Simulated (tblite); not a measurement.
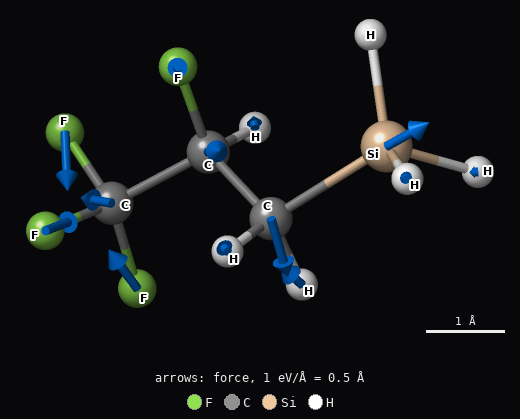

Starting geometry of C3H6F4Si with the computed forces as blue arrows. A ball-and-stick model, seen at a tilt.

These are results of GFN2-xTB geometry optimisation, gas phase (tblite), not measurements. 

What follows when this structure is relaxed?

Answer. It isn't relaxed: the largest force vector, on C atoms, is 1.84 eV/Å. The final displacements have little in common with the starting forces (cosine between the two patterns 0.13). An H atom moves most after the best rigid fit: 0.79 Å. By element the largest moves are H 0.79 Å, F 0.41 Å, C 0.11 Å, Si 0.08 Å. Near-neighbour distances that change, for instance: C–F 1.394 → 1.337 Å, C–Si 1.873 → 1.914 Å, C–H 1.126 → 1.089 Å, C–C 1.502 → 1.535 Å. Bond angles that change, for instance: C–C–F 106.1° → 112.6°, C–C–H 114.7° → 108.5°, Si–C–H 105.9° → 111.0°. Groups turn about C–Si by about 40°. Over 114 geometry steps the energy falls by 34.6 kJ/mol.
